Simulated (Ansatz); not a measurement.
The relaxed structure here is a generated cell of CsPbCl3: the first start was made by placing the elements on the sites of a structure type, and the end was not matched to a known phase here, so it may be hypothetical. Known forms of CsPbCl3 include space group No. 221.

A relaxed structure of CsPbCl3. Space group R-3c (No. 167). Method: r2SCAN (plane waves to 500 eV, PAW, scalar-relativistic; Ansatz, an electronic-structure program).

Space group R-3c, hexagonal axes (No. 167); a = b = 8.0697 Å, c = 19.0556 Å, α = β = 90.00°, γ = 120.00°

```
atom  site  symmetry       x       y       z
----  ----  --------  ------  ------  ------
Cs      6a        32  0.0000  0.0000  0.2500
Pb      6b       -3.  0.0000  0.0000  0.0000
Cl     18e        .2  0.5607  0.5607  0.2500
```
(The calculation used a cell of 10 atoms; values per cell refer to that cell.)

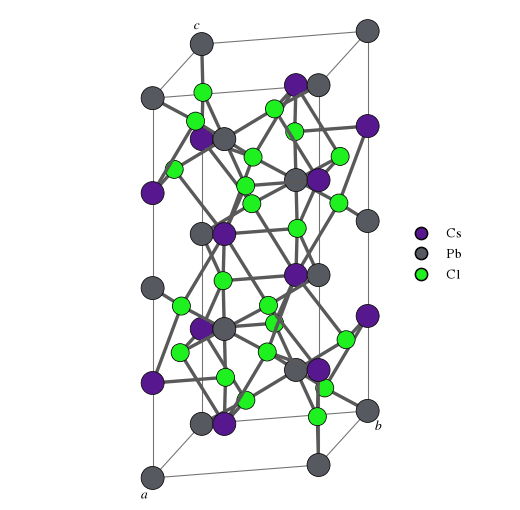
*The conventional cell of the relaxed structure*

| Quantity | Value |
|---|---|
| Volume per atom | 35.82 Å³ |
| Density | 4.14 g/cm³ |
| Band gap | 2.66 eV, direct at Γ (no spin-orbit coupling) |
| Shortest distances | Cl–Pb 2.86 Å; Cl–Cs 3.55 Å |
| k-mesh | 5×5×5 |

Band energies at high-symmetry points (eV from the VBM; labels of this space group; no spin-orbit coupling), from −5 eV up to 5.7 eV:

```csv
point,energies
Γ,-4.20 -4.20 -4.04 -2.78 -2.78 -2.77 -2.49 -2.47 -2.47 -2.28 -2.28 -2.19 -2.19 -2.09 -1.95 -1.95 -1.88 0.00 2.66 2.82 2.82 4.53 5.47 5.47
T,-3.46 -3.46 -3.46 -3.46 -2.94 -2.94 -2.52 -2.52 -2.52 -2.52 -2.38 -2.38 -2.19 -2.19 -2.19 -2.19 -1.55 -1.55 4.41 4.41 4.59 4.59 4.59 4.59
H2,-4.02 -4.02 -3.31 -3.31 -2.91 -2.91 -2.53 -2.53 -2.38 -2.38 -2.36 -2.36 -2.27 -2.27 -2.09 -2.09 -1.24 -1.24 3.39 3.39 4.57 4.57 5.67 5.67
H0,-4.02 -4.02 -3.31 -3.31 -2.91 -2.91 -2.53 -2.53 -2.38 -2.38 -2.36 -2.36 -2.27 -2.27 -2.09 -2.09 -1.24 -1.24 3.39 3.39 4.57 4.57 5.67 5.67
L,-3.48 -3.48 -3.42 -3.42 -3.02 -3.02 -2.56 -2.56 -2.54 -2.54 -2.22 -2.22 -2.15 -2.15 -2.05 -2.05 -1.64 -1.64 4.25 4.25 4.49 4.49 4.74 4.74
S0,-3.99 -3.87 -3.81 -2.98 -2.94 -2.87 -2.57 -2.51 -2.41 -2.39 -2.37 -2.33 -2.27 -2.19 -2.17 -1.98 -1.37 -1.15 3.43 3.60 3.78 5.20 5.54 5.64
S2,-3.99 -3.87 -3.81 -2.98 -2.94 -2.87 -2.57 -2.51 -2.41 -2.39 -2.37 -2.33 -2.27 -2.19 -2.17 -1.98 -1.37 -1.15 3.43 3.60 3.78 5.20 5.54 5.64
F,-4.14 -4.03 -3.95 -3.02 -2.80 -2.63 -2.54 -2.51 -2.43 -2.41 -2.37 -2.33 -2.31 -2.28 -2.20 -1.95 -1.46 -0.73 3.18 3.20 3.63 5.47 5.62
```

No spin polarisation in the result. Without spin-orbit coupling the bands of the heavy element are not split, so the gap can be far off.

The run could not lower the symmetry of its start; a shaken copy of this end point relaxes with r2SCAN to P-1 (No. 2), 0.002 eV/atom lower.
